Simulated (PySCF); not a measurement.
Breaking a bond: SiC, triplet.

Methods: UHF/6-31G* = unrestricted Hartree-Fock/6-31G*, spherical d (PySCF); UHF/cc-pVTZ (PySCF); UKS-M06-2X = unrestricted M06-2X/cc-pVTZ (PySCF 2.14.0); UCCSD(T) = CCSD(T) on UHF/cc-pVTZ, 6 core orbitals frozen run with PySCF.

Energies are in mEh, each relative to the lowest point of its own curve near equilibrium.

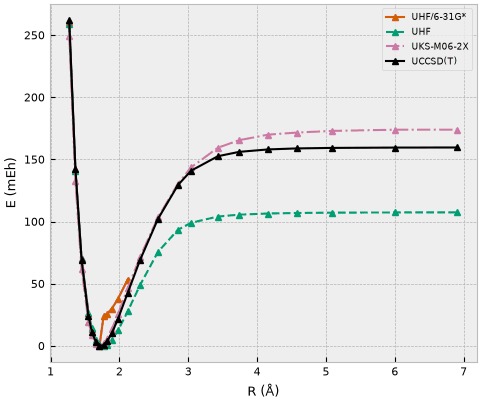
*Energy against bond length for each method.*

```
R / Å  UHF/6-31G*    UHF  UKS-M06-2X  UCCSD(T)
-----  ----------  -----  ----------  --------
1.27        260.8  258.5       249.3     262.2
1.36        142.1  140.9       132.6     142.6
1.45         70.1   69.6        61.7      68.9
1.55         25.9   26.2        19.4      23.6
1.60         13.3   14.0         8.3      11.1
1.66          4.0    5.1         1.5       2.7
1.71          0.0    1.3         0.0       0.0
1.77         24.0    0.0         1.9       0.6
1.82         25.7    1.0         5.7       3.5
1.89         30.0    4.8        13.4      10.2
1.98         37.9   12.5        25.6      21.8
2.12         53.3   27.7        46.1      42.6
2.30            —   48.9        71.6      69.1
2.56            —   75.6       103.4     102.1
2.85            —   93.3       130.5     129.3
3.04            —   99.0       143.5     140.9
3.43            —  104.0       159.4     152.5
3.74            —  105.5       165.4     156.0
4.16            —  106.4       169.9     158.0
4.58            —  106.9       171.6     158.8
5.09            —  107.1       172.9     159.2
6.00            —  107.3       173.9     159.5
6.91            —  107.4       174.0     159.6
```

At the longest distance, 6.91 Å, UKS-M06-2X lies highest above its minimum (174.0 mEh) and UHF lowest (107.4 mEh).

A dash means that the run gave no value there, or that the column was ended at a point which the program doubted or which failed a test of continuity chosen for this set; such a test can also cut sound points.

The unrestricted solution behind UHF/6-31G* changes between 2.12 and 2.30 Å, which can leave a kink. The unrestricted determinant behind UHF/6-31G* is spin-contaminated at 1.45 to 6.91 Å (<S²> up to 3.0, against 2.00 for a pure triplet). The unrestricted determinant behind UHF, UCCSD(T) is spin-contaminated at 1.45 to 6.91 Å (<S²> up to 3.1, against 2.00 for a pure triplet). The unrestricted determinant behind UKS-M06-2X is spin-contaminated at 1.89 to 6.91 Å (<S²> up to 3.0, against 2.00 for a pure triplet).
